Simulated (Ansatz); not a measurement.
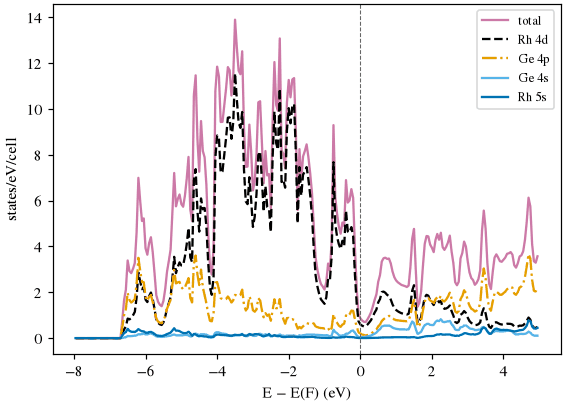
Figure: Total and projected density of states of GeRh in space group P2_13 (No. 198; Ge on 4a, Rh on 4a), r²SCAN (plane waves, PAW; program Ansatz)

### Question
Which orbitals carry the states next to the Fermi level?

### Answer
Within 0.5 eV of the Fermi level: Rh 4d 75 %, Ge 4p 17 %, Ge 4s 5 %. Projections are on Löwdin-orthogonalised atomic valence shells; empty p or d shells of many metals are not among them.

### Question
Where is the tallest occupied peak in this window, and what makes it?

### Answer
Near -3.5 eV, about 14 states/eV per cell; the largest projected share is Rh 4d.

The first step of the workflow began from a Materials Project structure, measured or hypothetical; the Crystallography Open Database copy checked does not list it. COD files the formula under space group No. 62, so this cell is another polymorph or a model. Its standing as an ambient phase is unchecked. The r²SCAN relaxation kept the symmetry of its start; whether a distortion lowers the energy is not shown. The run is not spin-polarised. Scalar-relativistic: spin–orbit coupling is off unless named, which matters more the heavier the elements.

Potentials: the later of the program's two PAW sets.
